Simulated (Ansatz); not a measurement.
# CH6AlNSi: the cost of one run

All numbers are computed with Ansatz 0.2.0 through its Python package. Level of theory: Hartree-Fock/6-31G*.

## Step 1: The structure

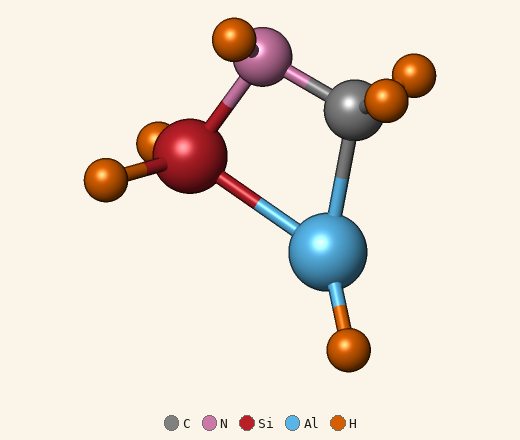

The structure that the script starts from, seen from a chosen angle (carbon grey, nitrogen pink, silicon red, aluminium blue, hydrogen orange).

The script holds or builds the structure itself.

## Step 2: The script

ch6alnsi.py

```python
"""Stretching a bond of CH6AlNSi, the rest held rigid."""

import logging
import sys

import ansatz
import numpy as np

logging.basicConfig(stream=sys.stdout, format="[%(levelname)s] %(message)s")
log = logging.getLogger("run")
log.setLevel(logging.INFO)


def main() -> None:
    geometry_ang = [
        ("C", (-0.6296, 0.8054, -0.5233)),
        ("N", (-0.6312, 0.5387, 0.8993)),
        ("Si", (0.2333, -1.0049, 0.8572)),
        ("Al", (0.4293, -0.645, -1.3976)),
        ("H", (-1.7295, 0.8334, -0.9024)),
        ("H", (-0.2107, 1.8505, -0.7598)),
        ("H", (0.0274, 1.239, 1.3693)),
        ("H", (-0.5544, -2.1145, 1.2616)),
        ("H", (1.5685, -0.8888, 1.5964)),
        ("H", (1.58, -0.6649, -2.3976)),
    ]
    system = ansatz.Crystal.molecule()
    for symbol, xyz in geometry_ang:
        system = system.atom(symbol, xyz)

    symbols = [site.symbol for site in system.cartesian_sites]
    start = np.array([site.position_ang for site in system.cartesian_sites])
    axis = (start[8] - start[2]) / np.linalg.norm(start[8] - start[2])
    moving = [8]
    lengths, energies = [1.3, 1.41, 1.53, 1.68, 1.91, 2.3, 2.76, 3.37], []
    for length in lengths:
        xyz = start.copy()
        xyz[moving] += (length - np.linalg.norm(start[8] - start[2])) * axis
        point = ansatz.Crystal.molecule()
        for symbol, place in zip(symbols, xyz):
            point = point.atom(symbol, place.tolist())
        job = (
            point.calculation()
            .basis(gaussian="6-31G*")
            .functional("hf")
        )
        summary = job.run().report
        energies.append(summary["free_energy_ev"])
        log.info(f"r = {length:6.3f} A  E = {energies[-1]:.5f} eV  <S^2> = {abs(summary['mean_field']['state']['spin_squared']):.3f}")

    print("energy above the lowest point (eV):", [round(e - min(energies), 3) for e in energies])


if __name__ == "__main__":
    main()
```

## Step 3: The run

Command:

```sh
$ python ch6alnsi.py
```

**Question.** How long does this script take on 1 thread of Arm Neoverse V2, shared host, and how much memory does it need?

About 6 s, with a peak of 0.2 GiB.
